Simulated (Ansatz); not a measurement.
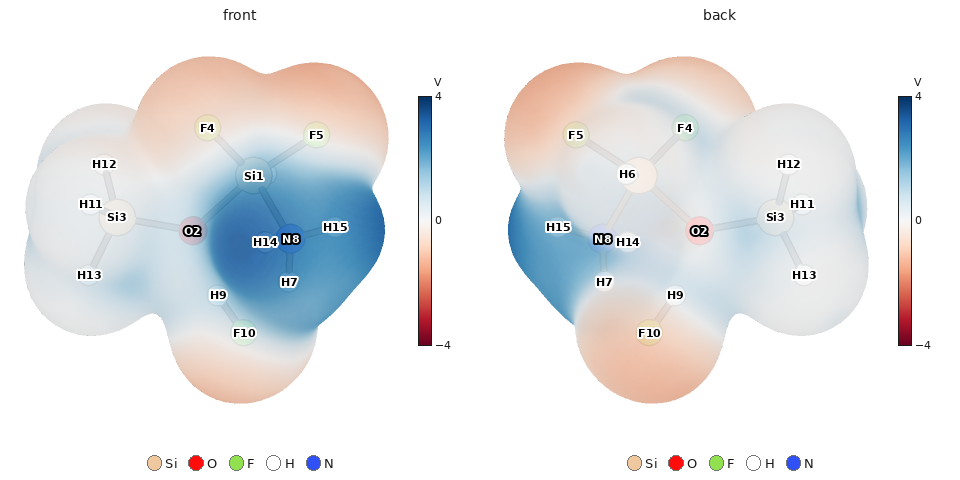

F$_{2}$H$_{7}$NOSi$_{2}$···HF. The molecular electrostatic potential painted on the density surface at 0.002 e/bohr³, seen from the front and from behind; the colour scale runs from red (negative) to blue (positive).

The reactant side of a reaction path; geometry: PBE0-D4/def2-TZVP.

Theory: RKS PBE0-D4/def2-TZVPP (Ansatz).

Input

```
crystal:
  periodic: [false, false, false]
  atoms:
    - {symbol: Si, position_ang: [-0.639219, -0.180821, 1.062930]}
    - {symbol: O, position_ang: [0.029294, -0.369522, -0.565379]}
    - {symbol: Si, position_ang: [0.806483, -1.685007, -1.201529]}
    - {symbol: F, position_ang: [0.428642, -1.230211, 1.656710]}
    - {symbol: F, position_ang: [-1.133224, 0.312063, 2.560038]}
    - {symbol: H, position_ang: [-1.995515, -0.558990, 0.626954]}
    - {symbol: H, position_ang: [-0.284741, 2.022676, -0.031004]}
    - {symbol: N, position_ang: [-0.010276, 1.631297, 0.879423]}
    - {symbol: H, position_ang: [-0.370927, 0.765012, -1.481565]}
    - {symbol: F, position_ang: [-0.589698, 1.657022, -1.806728]}
    - {symbol: H, position_ang: [2.210839, -1.752269, -0.725593]}
    - {symbol: H, position_ang: [0.098353, -2.939297, -0.844765]}
    - {symbol: H, position_ang: [0.798842, -1.507301, -2.675581]}
    - {symbol: H, position_ang: [1.006861, 1.633022, 0.901985]}
    - {symbol: H, position_ang: [-0.355614, 2.202228, 1.644106]}
basis:
  gaussian: {orbitals: def2-TZVPP}
hamiltonian: {xc: pbe0, dispersion: d4}
output: {orbitals: {seedname: orbitals}}
```

Launched as:

```sh
ansatz run in.yaml --threads 4 --pin off --events-out ev --progress --plain --max-ram 66560MiB --backend cuda --devices 0, --max-vram 37GiB
```

**Where is the surface potential most negative and most positive?**

The most negative region (about −1.3 V, or −30 kcal/mol for a unit charge) lies over F5, the most positive (about +3.2 V, or +74 kcal/mol for a unit charge) over H14.
